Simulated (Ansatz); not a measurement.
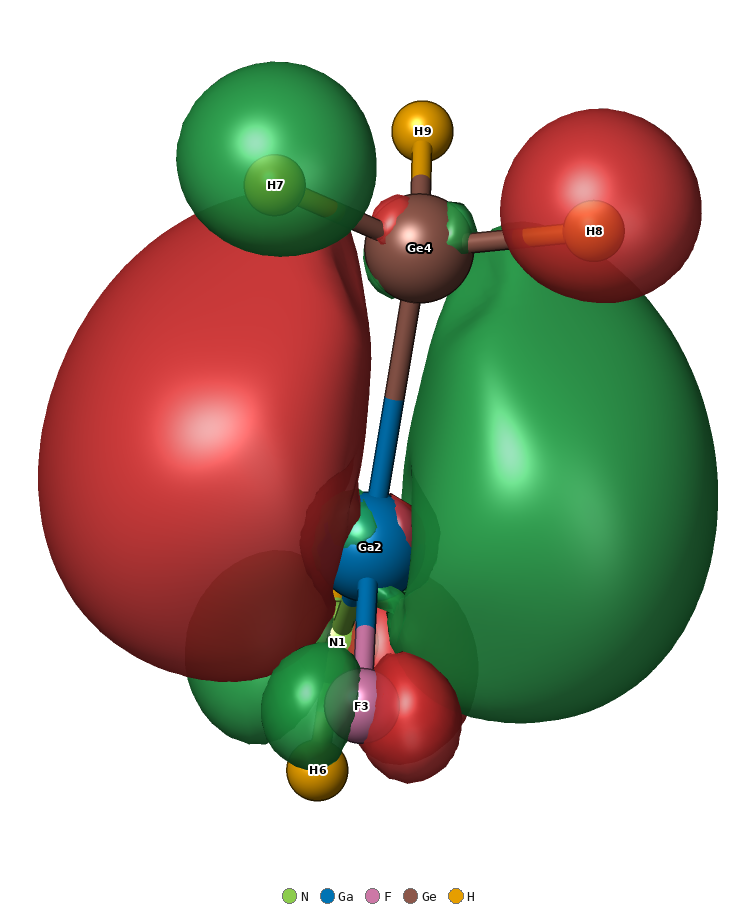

*FGaGeH₅N. One frontier orbital at ±0.08 Å⁻³ᐟ² (green and red are the two phases), seen at an oblique angle.*

Geometry: PBE0-D4/def2-TZVP.

The calculation used RKS PBE0-D4/def2-TZVPP in Ansatz 0.2.0.

The calculation's input:

```
crystal:
  periodic: [false, false, false]
  atoms:
    - {symbol: N, position_ang: [0.548807, 1.933127, -0.617231]}
    - {symbol: Ga, position_ang: [0.714576, 0.162071, -0.312195]}
    - {symbol: F, position_ang: [2.302922, -0.426286, -0.809840]}
    - {symbol: Ge, position_ang: [-0.862881, -1.407380, 0.631595]}
    - {symbol: H, position_ang: [-0.272467, 2.473160, -0.408287]}
    - {symbol: H, position_ang: [1.286264, 2.486911, -1.019734]}
    - {symbol: H, position_ang: [-1.177334, -2.516450, -0.383270]}
    - {symbol: H, position_ang: [-0.276519, -2.052436, 1.896040]}
    - {symbol: H, position_ang: [-2.174970, -0.699017, 1.005821]}
basis:
  gaussian: {orbitals: def2-TZVPP}
hamiltonian: {xc: pbe0, dispersion: d4}
output: {orbitals: {seedname: orbitals}}
```

Command:

```sh
ansatz run in.yaml --threads 4 --pin off --events-out ev --progress --plain --max-ram 10444MiB
```

Q: Which orbital is it: HOMO or LUMO?

A: The LUMO, at −0.92 eV. By Hirshfeld shares it lies mainly on Ga2 (about 55 %), Ge4 (about 20 %) and N1 (about 10 %).
